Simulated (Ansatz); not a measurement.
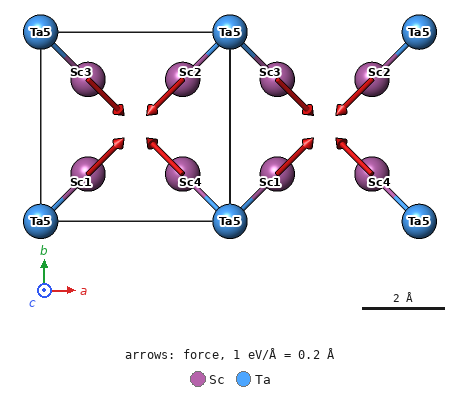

Starting geometry of crystalline Sc4Ta (a generated structure, set up in P-43m) (coarse preliminary run) with the computed forces as red arrows. The picture is a ball-and-stick view of the cell of the calculation, repeated 2 × 1 × 1 with one cell outlined, seen along the c axis.

Theory: DFT PBE, scalar-relativistic, plane waves, PAW in Ansatz. Settings: plane-wave cutoff 420 eV; k-point mesh 4 × 4 × 4; occupations gaussian; smearing width 0.1 eV; no spin polarisation; cell and atoms relaxed; force threshold 0.04 eV/Å; at most 70 steps.

### Is this structure relaxed? If not, where do the atoms go?

It isn't relaxed: the largest force vector, on Sc atoms, is 7.75 eV/Å. The atoms end up moving mostly along the starting forces (cosine between the two patterns 1.00). Over 4 accepted moves (5 points after the start) the energy falls by 1141 meV per atom. Largest force component: 4.5 eV/Å at the start, 0.02 eV/Å at the end. The pressure goes from 36.82 to 0.14 GPa. The SCF was repeated once at an unchanged geometry on a basis and grid sized afresh for the cell, which shifted the energy by 1.1 meV per atom at most. The largest moves relative to the cell, 0.31 Å, are those of Sc1, Sc2, Sc3 and Sc4. Sc1 goes along [1 1 1]. Ta stays in place. The drawn cell changes as follows: a = b = c 4.624 → 5.013 Å (+8.4 %); the volume changes by +27.4 %. Near-neighbour distances that change, for instance: Sc1–Sc2 3.270 → 4.045 Å, Sc1–Ta5 2.002 → 2.477 Å, Sc1–Sc2 (another image) 3.270 → 3.580 Å, Sc1–Sc2 (another image) 3.270 → 3.044 Å. The space group stays P-43m (No. 215).
